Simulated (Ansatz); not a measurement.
**BH5OSi···H2: density, localisation and related maps**

Input

```
crystal:
  periodic: [false, false, false]
  atoms:
    - {symbol: B, position_ang: [-1.486868, -0.113283, -0.619547]}
    - {symbol: H, position_ang: [1.036242, 1.820386, -1.334048]}
    - {symbol: H, position_ang: [-0.904457, -0.408788, -1.631229]}
    - {symbol: H, position_ang: [-2.607001, 0.312507, -0.635773]}
    - {symbol: H, position_ang: [1.019846, 2.250428, -0.723830]}
    - {symbol: O, position_ang: [-0.882341, -0.261639, 0.574321]}
    - {symbol: Si, position_ang: [0.633037, -0.787870, 0.992721]}
    - {symbol: H, position_ang: [1.315706, 0.310898, 1.715455]}
    - {symbol: H, position_ang: [0.476059, -1.960767, 1.884775]}
    - {symbol: H, position_ang: [1.399878, -1.161973, -0.222943]}
basis:
  gaussian: {orbitals: def2-TZVPP}
hamiltonian: {xc: pbe0, dispersion: d4}
output: {orbitals: {seedname: orbitals}}
```

Launched as:

```sh
ansatz run in.yaml --threads 2 --pin off --events-out ev --progress --plain --max-ram 4352MiB
```

The product side of a reaction path; geometry: PBE0-D4/def2-TZVP.

Method: Ansatz, RKS PBE0-D4/def2-TZVPP.

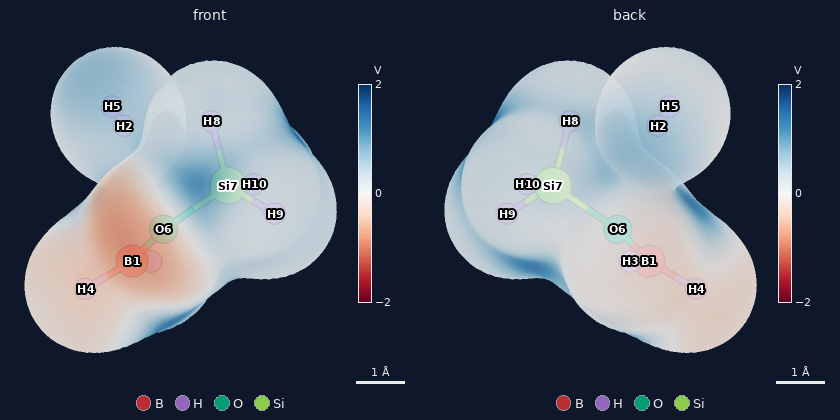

Figure 1. The molecular electrostatic potential painted on the density surface at 0.002 e/bohr³, seen from the front and from behind; the colour scale runs from red (negative) to blue (positive).

Question: Where is the surface potential most negative and most positive?

Answer: The most negative region (about −0.9 V, or −21 kcal/mol for a unit charge) lies over O6, the most positive (about +1.7 V, or +39 kcal/mol for a unit charge) over Si7.

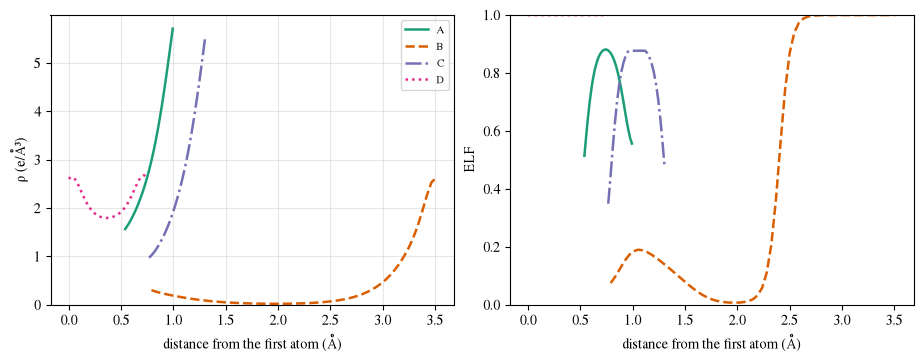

Figure 2. Electron density and ELF along straight lines between neighbouring atoms. The curves leave out the atomic cores.

Question: Which curve belongs to which contact (B–O, H–H, Si–H and Si–O)? The first atom named is at distance zero.

Answer: Curve A: B–O (1.35 Å): the density is about 2.1 e/Å³ at the midpoint; the ELF peaks at about 0.90 between the atoms: a polar covalent bond. Curve B: Si7···H5 (3.51 Å): the density falls to about 0.02 e/Å³ on the way; the ELF dips to about 0 between them: a non-bonded, intermolecular contact. Curve C: Si–O (1.66 Å): the density is about 1.1 e/Å³ at the midpoint; the ELF peaks at about 0.90 between the atoms, as expected for a polar covalent bond. Curve D: H–H (0.75 Å): the density is about 1.8 e/Å³ at the midpoint; the ELF peaks at about 1 between the atoms.

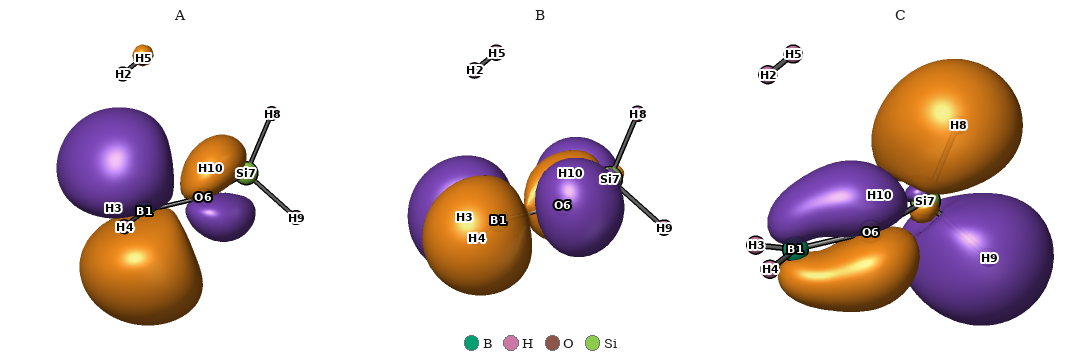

Figure 3. Three frontier orbitals at ±0.08 Å⁻³ᐟ² (orange and purple are the two phases), in no order.

Question: Which picture is the HOMO−1, the HOMO and the LUMO?

Answer: C is the HOMO−1 (−9.50 eV). By Hirshfeld shares it lies mainly on Si7 (about 30 %), H9 (about 20 %), H8 (about 20 %) and O6 (about 20 %). B is the HOMO (−8.48 eV). It lies mainly on O6 (about 30 %), B1 (about 25 %), H3 (about 20 %) and H4 (about 20 %). A is the LUMO (−0.62 eV). By Hirshfeld shares it lies mainly on B1 (about 60 %), O6 (about 15 %), H4 (about 10 %) and H3 (about 10 %).

Question: What is the HOMO–LUMO gap?

Answer: 7.86 eV between the orbital energies.
